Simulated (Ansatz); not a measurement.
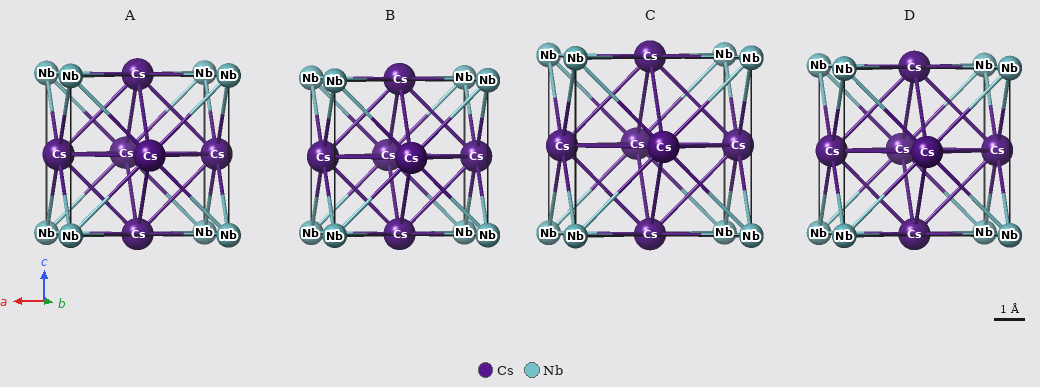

4 geometries from one relaxation of solid Cs3Nb (built on the Cu3Au (L1_2)_221 type), in shuffled order. A ball-and-stick model of the cell of the calculation, seen from a free direction.

Case: Cu3Au (L1_2) type (Pm-3m, No. 221).

All numbers below come from DFT PBE, scalar-relativistic, plane waves, PAW in Ansatz. Set-up: plane-wave cutoff 420 eV; k-point mesh 10 × 10 × 10; occupations gaussian; smearing width 0.1 eV; no spin polarisation; cell and atoms relaxed; force threshold 0.01 eV/Å; at most 80 steps.

Question: Order the frames from highest to lowest energy.

Answer: B, A, D, C. They are steps 0, 1, 2, 8, at +135 meV per atom, +77.1 meV per atom, +23.5 meV per atom relative to the last. No atom moves by more than 0.005 Å relative to the cell. The drawn cell changes as follows: a = b = c 5.299 → 6.081 Å (+14.8 %); the volume changes by +51.1 %. Among the contacts that change: Cs–Nb 3.747 → 4.300 Å, Cs–Cs 3.747 → 4.300 Å. The space group stays Pm-3m (No. 221). Over 6 accepted moves (8 points after the start) the energy falls by 135 meV per atom. All forces vanish by symmetry, so only the cell relaxes. Pressure: 3.25 GPa at the start and 0.00 GPa at the end. At 2 points the geometry stayed and the basis and grid were re-selected for the new cell (energy shift of 3.5 meV per atom at most each time).
